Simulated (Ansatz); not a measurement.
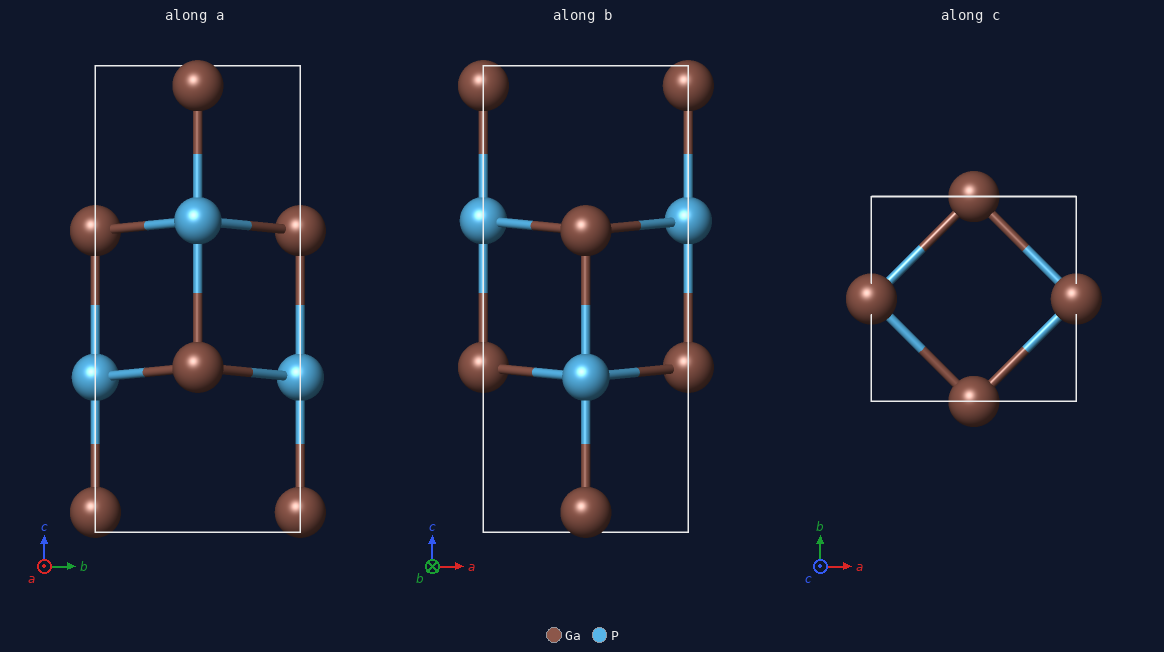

The image is a ball-and-stick drawing of a crystal, viewed along the a axis, along the b axis and along the c axis. The edges of the conventional unit cell are marked.

Lattice parameters: a = 3.653 Å, b = 3.653 Å, c = 8.322 Å, α = 90.00°, β = 90.00°, γ = 90.00°.

Question: Record the structure as a table of Wyckoff sites, with free fractional coordinates to two decimals.

Answer: Space group P4/nmm:1 (No. 129).
```
atom  site     x     y     z
  Ga    2c  0.00  0.50  0.96
  Ga    2c  0.00  0.50  0.35
   P    2c  0.00  0.50  0.67
```

Provenance: a structure type filled with these elements by a generator (whether the compound takes this form wasn't checked). It is drawn as it came out of a relaxation with Ansatz, DFT PBE, scalar-relativistic, plane waves, PAW.
